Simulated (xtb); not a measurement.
Geometry relaxation, with input and output: C3H7BO (part 1 of 4)

C3H7BO, computed with GFN1-xTB (xtb 6.7.1).

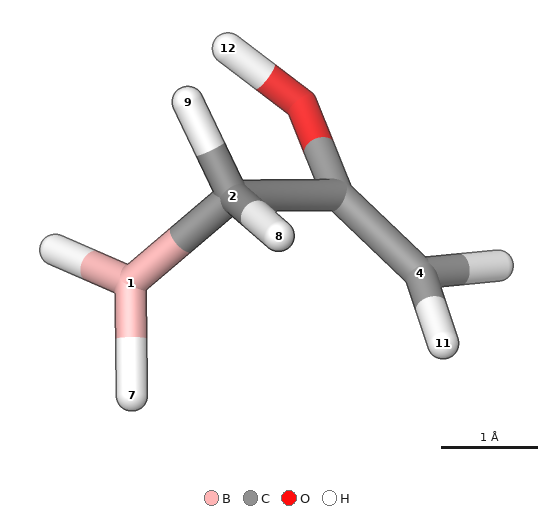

**Figure 1.** The starting structure (stick view, seen at a tilt; atoms are numbered from 1 in the order of the input).

Input (mol.coord):
```
$coord
     -2.990775051139      0.063305825175      0.043860543353  b
     -0.633360607930     -0.297310611187      1.720916889913  c
      1.507453426875      0.190087550876     -0.203410120055  c
      2.368752799957     -1.442257875576     -1.457867013365  c
      1.809185997194      2.927072383478     -0.562684850869  o
     -3.875525925428      2.108235156416     -0.627729224078  h
     -3.884067487511     -1.643891653073     -1.094170323420  h
     -0.339432606505     -2.284565501105      2.480303333094  h
     -0.728394934737      1.172764032943      3.160075614644  h
      3.992481075281     -1.060608787446     -2.707675180409  h
      2.062371503372     -3.457896451885     -1.247805057352  h
      0.880990319301      3.979536451327      0.667205602822  h
$end
```

Run on 1 thread of Intel Xeon @ 2.50GHz (Skylake/Cascade Lake), 189 GiB of memory available, shared host.

Launch command:
```bash
xtb --opt normal --gfn 1 -- mol.coord | tee run.log
```

Log:
```
* xtb version 6.7.1
   ID    Z sym.   atoms
    1    5 b      1
    2    6 c      2-4
    3    8 o      5
    4    1 h      6-12

           -------------------------------------------------
          |                Calculation Setup                |
           -------------------------------------------------

          program call               : xtb --opt normal --gfn 1 -- mol.coord
          coordinate file            : mol.coord
          omp threads                :                     1

           -------------------------------------------------
          |                 G F N 1 - x T B                 |
           -------------------------------------------------

      * Hamiltonian:
        H0-scaling (s, p, d)           1.850000    2.250000    2.000000
        zeta-weighting                 0.000000
      * Dispersion:
        s8                             2.400000
        a1                             0.630000
        a2                             5.000000
        s9                             0.000000
      * Repulsion:
        kExp                           1.500000
        rExp                           1.000000
      * Coulomb:
        alpha                          2.000000
        third order                    atomic
        anisotropic                    false
      * Halogen bond correction:
        rad-scale                      1.300000
        damping                        0.440000

          ...................................................
          :                      SETUP                      :
          :.................................................:
          :  # basis functions                  34          :
          :  # atomic orbitals                  34          :
          :  # shells                           24          :
          :  # electrons                        28          :
          :  # halogen bonds                     0          :
          :  max. iterations                   250          :
          :  Hamiltonian                  GFN1-xTB          :
          :  restarted?                      false          :
          :  GBSA solvation                  false          :
          :  PC potential                    false          :
          :  electronic temp.          300.0000000     K    :
          :  accuracy                    1.0000000          :
          :  -> integral cutoff          0.2500000E+02      :
          :  -> integral neglect         0.1000000E-07      :
          :  -> SCF convergence          0.1000000E-05 Eh   :
          :  -> wf. convergence          0.2000000E-04 e    :
          :  Broyden damping             0.4000000          :
          :  net charge                          0          :
          :  unpaired electrons                  0          :
          ...................................................

 iter      E             dE          RMSdq      gap      omega  full diag
   1    -16.2991480 -0.162991E+02  0.831E+00    4.20       0.0  T
   2    -16.3516548 -0.525068E-01  0.491E+00    4.55       1.0  T
   3    -16.3526488 -0.994038E-03  0.117E+00    4.09       1.0  T
   4    -16.3554391 -0.279027E-02  0.262E-01    4.26       1.0  T
   5    -16.3556913 -0.252255E-03  0.381E-02    4.36       1.0  T
   6    -16.3556995 -0.818207E-05  0.105E-02    4.34       2.8  T
   7    -16.3557001 -0.581433E-06  0.160E-03    4.33      18.1  T
   8    -16.3557001 -0.801895E-08  0.125E-04    4.33     230.1  T
   9    -16.3557001 -0.645812E-10  0.358E-05    4.33     806.9  T

   *** convergence criteria satisfied after 9 iterations ***

         #    Occupation            Energy/Eh            Energy/eV
      -------------------------------------------------------------
         1        2.0000           -0.7722586             -21.0142
       ...           ...                  ...                  ...
         8        2.0000           -0.5420681             -14.7504
         9        2.0000           -0.5355387             -14.5727
        10        2.0000           -0.5175505             -14.0833
        11        2.0000           -0.4846976             -13.1893
        12        2.0000           -0.4736050             -12.8874
        13        2.0000           -0.4499498             -12.2438
        14        2.0000           -0.4405615             -11.9883 (HOMO)
        15                         -0.2814902              -7.6597 (LUMO)
        16                         -0.1848716              -5.0306
        17                         -0.1302668              -3.5447
        18                         -0.1208462              -3.2884
        19                         -0.1031740              -2.8075
       ...                                ...                  ...
        34                          1.1990604              32.6281
      -------------------------------------------------------------
                  HL-Gap            0.1590713 Eh            4.3286 eV
             Fermi-level           -0.3610259 Eh           -9.8240 eV

 SCC (total)                   0 d,  0 h,  0 min,  0.042 sec
 SCC setup                      ...        0 min,  0.000 sec (  0.558%)
 Dispersion                     ...        0 min,  0.000 sec (  0.268%)
 classical contributions        ...        0 min,  0.000 sec (  0.100%)
 integral evaluation            ...        0 min,  0.009 sec ( 21.412%)
 iterations                     ...        0 min,  0.021 sec ( 50.305%)
 molecular gradient             ...        0 min,  0.011 sec ( 26.589%)
 printout                       ...        0 min,  0.000 sec (  0.696%)

         :::::::::::::::::::::::::::::::::::::::::::::::::::::
         ::                     SUMMARY                     ::
         :::::::::::::::::::::::::::::::::::::::::::::::::::::
         :: total energy             -16.106399315656 Eh    ::
         :: gradient norm              0.416928015511 Eh/a0 ::
         :: HOMO-LUMO gap              4.328551178238 eV    ::
         ::.................................................::
         :: SCC energy               -16.355700108922 Eh    ::
         :: -> electrostatic           0.047434716766 Eh    ::
         :: repulsion energy           0.253045248398 Eh    ::
         :: dispersion energy         -0.003744455132 Eh    ::
         :: halogen bond corr.         0.000000000000 Eh    ::
         :: add. restraining           0.000000000000 Eh    ::
         :: total charge               0.000000000000 e     ::
         :::::::::::::::::::::::::::::::::::::::::::::::::::::

      -----------------------------------------------------------
     |                   =====================                   |
     |                        A N C O P T                        |
     |                   =====================                   |
     |               Approximate Normal Coordinate               |
     |                Rational Function Optimizer                |
      -----------------------------------------------------------
      -----------------------------------------------------------
     |                   =====================                   |
     |                        A N C O P T                        |
     |                   =====================                   |
     |               Approximate Normal Coordinate               |
     |                Rational Function Optimizer                |
      -----------------------------------------------------------

          ...................................................
          :                      SETUP                      :
          :.................................................:
          :   optimization level            normal          :
          :   max. optcycles                   200          :
          :   ANC micro-cycles                  20          :
          :   degrees of freedom                30          :
          :.................................................:
          :   RF solver                   davidson          :
          :   write xtbopt.log                true          :
          :   linear?                        false          :
          :   energy convergence         0.5000000E-05 Eh   :
          :   grad. convergence          0.1000000E-02 Eh/α :
          :   maxmium RF displ.          1.0000000          :
          :   Hlow (freq-cutoff)         0.1000000E-01      :
          :   Hmax (freq-cutoff)         5.0000000          :
          :   S6 in model hess.         20.0000000          :
          ...................................................

generating ANC from exact Hessian ...
Using Lindh-Hessian (1995)
 Shifting diagonal of input Hessian by    6.7980502683133662E-003
 Lowest  eigenvalues of input Hessian
    0.000000    0.000000    0.000000    0.000000    0.000000    0.000000
    0.010000    0.011498    0.011837    0.022289    0.027917    0.035173
    0.037163    0.042118    0.048326    0.056444    0.060310    0.080323
 Highest eigenvalues
    1.051475    1.094271    1.126846    1.302997    1.705781    2.526398

........................................................................
.............................. CYCLE    1 ..............................
........................................................................

 iter      E             dE          RMSdq      gap      omega  full diag
   1    -16.3557001 -0.163557E+02  0.898E-06    4.33       0.0  T
   2    -16.3557001 -0.326850E-12  0.488E-06    4.33    5917.3  T
   3    -16.3557001 -0.497380E-13  0.246E-06    4.33   11711.6  T
     SCC iter.                  ...        0 min,  0.002 sec
     gradient                   ...        0 min,  0.013 sec
 * total energy  :   -16.1063993 Eh     change       -0.3151257E-11 Eh
   gradient norm :     0.4169280 Eh/α   predicted     0.0000000E+00 (-100.00%)
   displ. norm   :     0.2918042 α      lambda       -0.8191221E-01
   maximum displ.:     0.1552465 α      in ANC's #30, #15, #14, ...

........................................................................
.............................. CYCLE    2 ..............................
........................................................................

 iter      E             dE          RMSdq      gap      omega  full diag
   1    -16.3447526 -0.163448E+02  0.244E-01    3.79       0.0  T
   2    -16.3457511 -0.998574E-03  0.898E-02    3.72       1.0  T
   3    -16.3457839 -0.328129E-04  0.344E-02    3.72       1.0  T
   4    -16.3457847 -0.742338E-06  0.215E-02    3.72       1.3  T
   5    -16.3457854 -0.669644E-06  0.333E-03    3.72       8.7  T
   6    -16.3457854 -0.373076E-08  0.663E-04    3.72      43.5  T
   7    -16.3457854 -0.858218E-09  0.604E-05    3.72     478.1  T
   8    -16.3457854 -0.195151E-10  0.838E-06    3.72    3445.1  T
     SCC iter.                  ...        0 min,  0.004 sec
     gradient                   ...        0 min,  0.011 sec
 * total energy  :   -16.1514493 Eh     change       -0.4505001E-01 Eh
   gradient norm :     0.0714552 Eh/α   predicted    -0.4444353E-01 (  -1.35%)
   displ. norm   :     0.2018093 α      lambda       -0.7887571E-02
   maximum displ.:     0.1098736 α      in ANC's #14, #16, #15, ...

........................................................................
.............................. CYCLE    3 ..............................
........................................................................

 iter      E             dE          RMSdq      gap      omega  full diag
   1    -16.3517049 -0.163517E+02  0.158E-01    3.51       0.0  T
   2    -16.3520272 -0.322212E-03  0.730E-02    3.51       1.0  T
   3    -16.3520568 -0.296819E-04  0.235E-02    3.51       1.2  T
   4    -16.3520571 -0.300851E-06  0.123E-02    3.51       2.3  T
   5    -16.3520573 -0.154652E-06  0.156E-03    3.51      18.5  T
   6    -16.3520573 -0.289388E-08  0.432E-04    3.51      66.9  T
   7    -16.3520573 -0.403368E-09  0.301E-05    3.51     960.5  T
   8    -16.3520573 -0.493117E-11  0.384E-06    3.51    7508.2  T
     SCC iter.                  ...        0 min,  0.004 sec
     gradient                   ...        0 min,  0.011 sec
 * total energy  :   -16.1560817 Eh     change       -0.4632368E-02 Eh
   gradient norm :     0.0134541 Eh/α   predicted    -0.4104408E-02 ( -11.40%)
   displ. norm   :     0.0862318 α      lambda       -0.5075991E-03
   maximum displ.:     0.0447358 α      in ANC's #1, #2, #20, ...

........................................................................
.............................. CYCLE    4 ..............................
........................................................................

 iter      E             dE          RMSdq      gap      omega  full diag
   1    -16.3528439 -0.163528E+02  0.354E-02    3.47       0.0  T
   2    -16.3528590 -0.151128E-04  0.170E-02    3.47       1.7  T
   3    -16.3528607 -0.168518E-05  0.594E-03    3.47       4.9  T
   4    -16.3528607 -0.146791E-07  0.263E-03    3.47      11.0  T
   5    -16.3528607 -0.455458E-08  0.330E-04    3.47      87.6  T
   6    -16.3528607 -0.197620E-09  0.832E-05    3.47     347.1  T
   7    -16.3528607 -0.170708E-10  0.658E-06    3.47    4388.6  T
     SCC iter.                  ...        0 min,  0.004 sec
     gradient                   ...        0 min,  0.011 sec
 * total energy  :   -16.1563849 Eh     change       -0.3031592E-03 Eh
   gradient norm :     0.0056872 Eh/α   predicted    -0.2556861E-03 ( -15.66%)
   displ. norm   :     0.0899132 α      lambda       -0.1430062E-03
   maximum displ.:     0.0610409 α      in ANC's #1, #2, #8, ...

........................................................................
.............................. CYCLE    5 ..............................
........................................................................

 iter      E             dE          RMSdq      gap      omega  full diag
   1    -16.3530792 -0.163531E+02  0.978E-03    3.46       0.0  T
   2    -16.3530798 -0.589927E-06  0.367E-03    3.47       7.9  T
   3    -16.3530799 -0.189310E-07  0.166E-03    3.47      17.4  T
   4    -16.3530799 -0.338449E-08  0.688E-04    3.47      42.0  T
   5    -16.3530799 -0.716689E-09  0.140E-04    3.47     205.6  T
   6    -16.3530799 -0.501466E-10  0.184E-05    3.47    1571.5  T
     SCC iter.                  ...        0 min,  0.003 sec
     gradient                   ...        0 min,  0.011 sec
 * total energy  :   -16.1564720 Eh     change       -0.8719157E-04 Eh
   gradient norm :     0.0033813 Eh/α   predicted    -0.7208054E-04 ( -17.33%)
   displ. norm   :     0.1050913 α      lambda       -0.1005606E-03
   maximum displ.:     0.0748451 α      in ANC's #2, #1, #6, ...

........................................................................
.............................. CYCLE    6 ..............................
........................................................................

 iter      E             dE          RMSdq      gap      omega  full diag
   1    -16.3531456 -0.163531E+02  0.125E-02    3.48       0.0  T
   2    -16.3531472 -0.156096E-05  0.548E-03    3.48       5.3  T
   3    -16.3531473 -0.927509E-07  0.223E-03    3.48      13.0  T
   4    -16.3531473 -0.620294E-08  0.960E-04    3.48      30.1  T
   5    -16.3531473 -0.864446E-09  0.130E-04    3.48     222.4  T
   6    -16.3531473 -0.591420E-10  0.397E-05    3.48     727.3  T
     SCC iter.                  ...        0 min,  0.003 sec
     gradient                   ...        0 min,  0.011 sec
 * total energy  :   -16.1565098 Eh     change       -0.3773531E-04 Eh
   gradient norm :     0.0035628 Eh/α   predicted    -0.5083718E-04 (  34.72%)
   displ. norm   :     0.0510526 α      lambda       -0.4537299E-04
   maximum displ.:     0.0375106 α      in ANC's #1, #3, #2, ...

........................................................................
.............................. CYCLE    7 ..............................
........................................................................
```
